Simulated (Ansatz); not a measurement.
C2HS (doublet)

```yaml
atoms:
  - { symbol: C, position_ang: [-0.1665, 0.4262, 0.3088] }
  - { symbol: C, position_ang: [-0.4127, 1.6803, -0.0869] }
  - { symbol: S, position_ang: [0.7742, 0.5368, -1.1352] }
  - { symbol: H, position_ang: [-0.3472, -0.3566, 1.0453] }
```

Geometry: B3LYP-D3(BJ)/def2-SVP.

Theory: isolated molecule in a Gaussian basis; Kohn-Sham density functional theory, functional PBE0 (Ansatz 0.2.0).

**Predict the electron density, electron localisation function and spin density between the atoms.**

C–C (1.34 Å): the density is about 2.4 e/Å³ at the midpoint; the ELF peaks at about 0.90 between the atoms: a multiple bond.
C–S (1.73 Å): ρ is about 1.3 e/Å³ halfway; the ELF peaks at about 0.80 between the atoms: a covalent bond.
C–H (1.09 Å): ρ at the midpoint is about 2 e/Å³; the ELF climbs to about 1 towards the hydrogen, as it does in any bond to H: an ordinary covalent bond to hydrogen.
C–S (1.95 Å): ρ at the midpoint is about 0.9 e/Å³; the ELF peaks at about 0.65 between the atoms.
The unpaired spin (1 electron) lies mostly on S3 (about 0.7), C1 (about 0.2) and C2 (about 0.2), in electrons by Hirshfeld's partition.

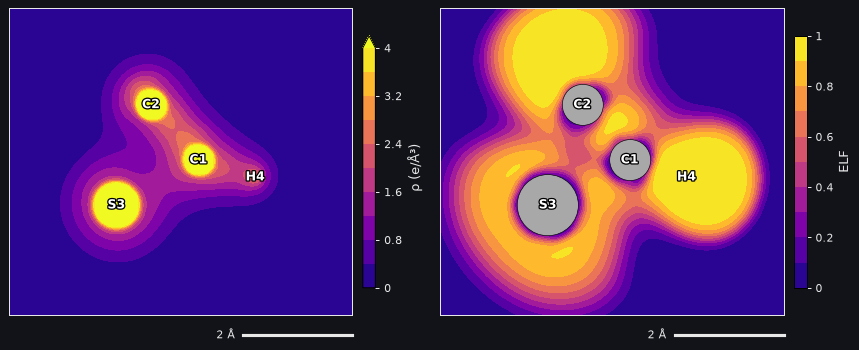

Computed electron density and electron localisation function on the molecular plane, in this order. Grey discs cover the atomic cores in the ELF map. 
